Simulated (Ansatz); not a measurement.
```
C Ge Sn
1.0
     2.73118    2.66077   -5.11141
    -2.70975   -2.71814   -5.12869
    -8.11940    5.32795   -2.51412
C Ge Sn
6 9 5
Direct
  0.91643 0.80582 0.38502
  0.55689 0.86522 0.24096
  0.98885 0.42250 0.20883
  0.98897 0.23564 0.57151
  0.48882 0.50592 0.04073
  0.67335 0.87494 0.36249
  0.02775 0.00565 0.98645
  0.01534 0.58203 0.81652
  0.51148 0.72271 0.54860
  0.50159 0.11571 0.80714
  0.06831 0.46269 0.39083
  0.65159 0.54930 0.19448
  0.15492 0.58536 0.04360
  0.11838 0.23416 0.74817
  0.66846 0.30547 0.59710
  0.50202 0.24270 0.39193
  0.14509 0.02892 0.22782
  0.07059 0.87020 0.56357
  0.61072 0.13846 0.04585
  0.58879 0.68875 0.82287
```

Space group P1; a generated structure, not necessarily the stable one.

The calculation used Ansatz, DFT PBE, scalar-relativistic, plane waves, PAW.

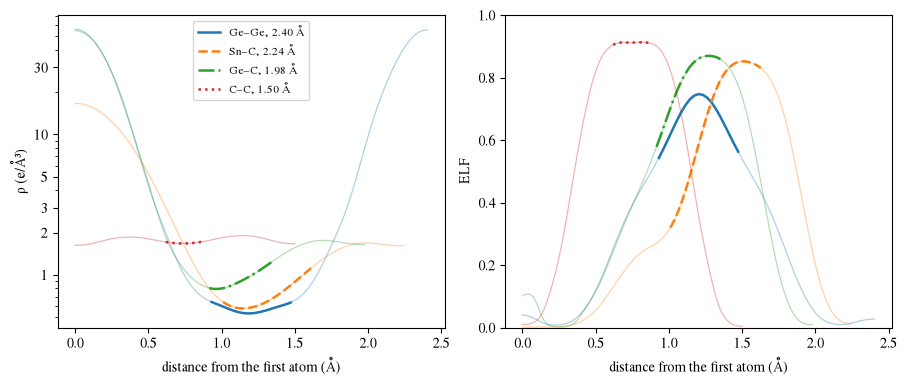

Sn₅Ge₉C₆. Valence electron density and electron localisation function along straight lines between neighbouring atoms. Thin, pale parts lie inside the atomic spheres.

In a PAW calculation such maps are meaningful between the atoms, not at the nuclei.

Compare the contacts.

Answer. Ge–Ge (2.40 Å): the density is about 0.53 e/Å³ at the midpoint; the ELF peaks at about 0.75 between the atoms.
Sn–C (2.24 Å): ρ is about 0.58 e/Å³ halfway; the ELF peaks at about 0.85 in the valence shell of C, 0.7 Å from its nucleus, and is about 0.45 at the midpoint.
Ge–C (1.98 Å): the density is about 0.8 e/Å³ at the midpoint; the ELF peaks at about 0.85 in the valence shell of C, 0.7 Å from its nucleus, and is about 0.70 at the midpoint.
C–C (1.50 Å): ρ is about 1.7 e/Å³ halfway; the ELF peaks at about 0.90 between the atoms.
